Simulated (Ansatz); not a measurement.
# C₂H₆AlClSi: inputs that go wrong

3 inputs were typed for C₂H₆AlClSi. Each is run as it stands; the log then has to tell whether the result can be used.

Computed with Ansatz 0.2.0, Gaussian basis. Level: the settings change from run to run.

### 1 The molecule

An earlier PBE0-D4 in a triple-zeta def2 set relaxation fixed the geometry.

11 atoms, charge 0, spin multiplicity 1.

Atoms are counted from 1 here; the program's logs count them from 0.

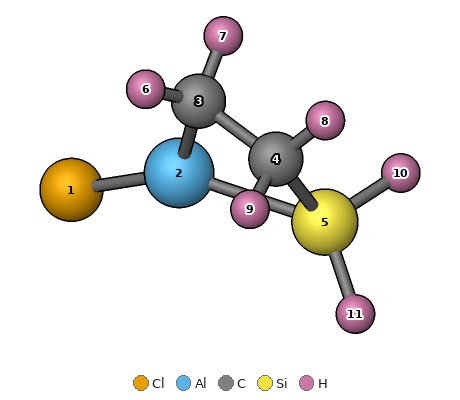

The structure; chlorine amber, aluminium blue, carbon grey, silicon yellow, hydrogen pink; atoms are numbered from 1 in the order of the file.

### 2 Attempt 1

The input, in.yaml:

```yaml
crystal:
  periodic: [false, false, false]
  atoms:
    - {symbol: Cl, position_ang: [-3.678748, 0.055847, -0.454386]}
    - {symbol: Al, position_ang: [-1.580562, 0.074873, -0.341307]}
    - {symbol: C, position_ang: [-0.288312, 0.762021, 0.972960]}
    - {symbol: C, position_ang: [0.880239, -0.158144, 0.519759]}
    - {symbol: Si, position_ang: [0.497780, -0.697375, -1.287708]}
    - {symbol: H, position_ang: [-0.484905, 0.732490, 2.045994]}
    - {symbol: H, position_ang: [-0.069136, 1.806971, 0.720685]}
    - {symbol: H, position_ang: [1.861110, 0.313122, 0.630127]}
    - {symbol: H, position_ang: [0.893323, -1.070548, 1.125341]}
    - {symbol: H, position_ang: [1.135529, 0.214635, -2.282008]}
    - {symbol: H, position_ang: [0.898882, -2.090891, -1.628658]}
basis:
  gaussian: {orbitals: def2-mTZVP, final_grid: {core_spheres: 1, valence_spheres: 1, degree: 3}}
magnetization: {spin_polarized: true, initial_magnetization: 0}
hamiltonian: {xc: {name: wB97M-V}}
accuracy: high
```

Started as:

```console
$ ansatz run in.yaml --threads 4 --pin off --events-out ev --progress --plain --max-ram 10444MiB
```

Standard output, cut to the lines that bear on the results:

```text
Functional definition: wB97M-V
  name "wB97M-V"
  cite "Mardirossian & Head-Gordon, J. Chem. Phys. 144, 214110 (2016) doi:10.1063/1.4952647"
  cite "Becke, J. Chem. Phys. 107, 8554 (1997) doi:10.1063/1.475007"
  cite "Vydrov & Van Voorhis, J. Chem. Phys. 133, 244103 (2010) doi:10.1063/1.3521275"
  # Of w^i u^j: cxij and so on, Table III.
[...]
  gx(w, u) = 1 - cx + cx01*u + cx10*w
  gss(w, u) = css00 + css04*u^4 + css10*w + css20*w^2 + css43*w^4*u^3
  gos(w, u) = cos00 + cos10*w + (cos20 + cos21*u)*w^2 + (cos60 + cos61*u)*w^6
[...]
      + integral(e_c_pw_mod_opposite_spin*gos(b97_w_opposite, b97_u_opposite)) + vv10(b, c)
2502 factors; integrals over basis functions are off by at most 1.7e-8 eV
491 factors; integrals over basis functions are off by at most 2.2e-9 eV
[...]
mean field -29148.66026890 eV, -1071.1935072104 hartree, gradient 8.2e-8 eV, S^2 0.000000; 0 other end points of the search recorded, 0 dependent functions left out
reference -29148.66028917 eV, -1071.1935079554 hartree; 31, 31 occupied and 91, 91 virtual orbitals, 2502 factors
Total energy: -29148.66028917 eV, -1071.1935079554 hartree
```

Wall time 30 s (4 threads of Intel Xeon 6975P-C, shared host); peak memory 0.83 GiB.

Diagnosis: It ended without an error, which proves nothing about the input. The integration grid is far too coarse. Its energy carries the error of the grid. To mend it, drop final_grid and take the default grid.

### 3 Attempt 2

The input, in.yaml:

```yaml
crystal:
  periodic: [false, false, false]
  atoms:
    - {symbol: Cl, position_ang: [-3.678748, 0.055847, -0.454386]}
    - {symbol: Al, position_ang: [-1.580562, 0.074873, -0.341307]}
    - {symbol: C, position_ang: [-0.288312, 0.762021, 0.972960]}
    - {symbol: C, position_ang: [0.880239, -0.158144, 0.519759]}
    - {symbol: Si, position_ang: [0.497780, -0.697375, -1.287708]}
    - {symbol: H, position_ang: [-0.484905, 0.732490, 2.045994]}
    - {symbol: D, position_ang: [-0.069136, 1.806971, 0.720685]}
    - {symbol: H, position_ang: [1.861110, 0.313122, 0.630127]}
    - {symbol: H, position_ang: [0.893323, -1.070548, 1.125341]}
    - {symbol: H, position_ang: [1.135529, 0.214635, -2.282008]}
    - {symbol: H, position_ang: [0.898882, -2.090891, -1.628658]}
basis:
  gaussian: {orbitals: cc-pVDZ}
hamiltonian: {xc: {name: B2PLYP}}
output: {forces: true}
```

The command is unchanged.

Standard output:

```text
Error: YAML parse error: error: line 10 column 16: `D` is not an element symbol (H … Og, case-exact)
  --> <input>:10:16
   |
 8 |     - {symbol: Si, position_ang: [0.497780, -0.697375, -1.287708]}
 9 |     - {symbol: H, position_ang: [-0.484905, 0.732490, 2.045994]}
10 |     - {symbol: D, position_ang: [-0.069136, 1.806971, 0.720685]}
   |                ^ `D` is not an element symbol (H … Og, case-exact)
11 |     - {symbol: H, position_ang: [1.861110, 0.313122, 0.630127]}
12 |     - {symbol: H, position_ang: [0.893323, -1.070548, 1.125341]}
   |
```

It took 0.05 s on 4 threads of Intel Xeon 6975P-C, shared host.

Diagnosis: The program refused the input. An element symbol is wrong. Fix: correct the symbol.

### 4 Attempt 3

The input, in.yaml:

```yaml
crystal:
  periodic: [false, false, false]
  atoms:
    - {symbol: Cl, position_ang: [-3.678748, 0.055847, -0.454386]}
    - {symbol: Al, position_ang: [-1.580562, 0.074873, -0.341307]}
    - {symbol: C, position_ang: [-0.288312, 0.762021, 0.972960]}
    - {symbol: C, position_ang: [0.880239, -0.158144, 0.519759]}
    - {symbol: Si, position_ang: [0.497780, -0.697375, -1.287708]}
    - {symbol: H, position_ang: [-0.484905, 0.732490, 2.045994]}
    - {symbol: H, position_ang: [-0.069136, 1.806971, 0.720685]}
    - {symbol: H, position_ang: [1.861110, 0.313122, 0.630127]}
    - {symbol: H, position_ang: [0.893323, -1.070548, 1.125341]}
    - {symbol: H, position_ang: [1.135529, 0.214635, -2.282008]}
    - {symbol: H, position_ang: [0.898882, -2.090891, -1.628658]}
basis:
  gaussian: {orbitals: "6-31G*", final_grid: {core_spheres: 8, valence_spheres: 7, degree: 23}}
total_charge: 1
magnetization: {spin_polarized: true, initial_magnetization: 1}
hamiltonian: {xc: {name: HF}}
correlation: {method: mp2, frozen_orbitals: {Cl: 9}}
```

Same command.

Standard output:

```text
Functional definition: HF
  name "HF"
  cite "Fock, Z. Phys. 61, 126 (1930) doi:10.1007/BF01340294"
  parent pbe
  exchange = exact_x
  correlation = 0
Error: "frozen_orbitals" has no count for Al
```

It took 0.05 s on 4 threads of Intel Xeon 6975P-C, shared host.

What is wrong: Refused before any calculation. Frozen orbitals are typed for one element alone, and the program wants a count for each. It also asks for charge 1 and multiplicity 2, another species or state than the molecule above. Cure: leave frozen_orbitals out, or give every element a count that its core really has, and set charge and spin to those of the species named.

### 5 How the tries ended

```
attempt               level      ended                                                                                    cause    time
      1  wB97M-V/def2-mTZVP  converged                                                   the integration grid is far too coarse    30 s
      2      B2PLYP/cc-pVDZ    refused                                                               an element symbol is wrong  0.05 s
      3          MP2/6-31G*    refused  frozen orbitals are typed for one element alone, and the program wants a count for each  0.05 s
```

In words: 1 converged, 2 refused. A refusal costs next to no computing time. The dangerous case is the input that converges on a wrong geometry, charge, spin, basis or grid: often only a look at the input shows it.
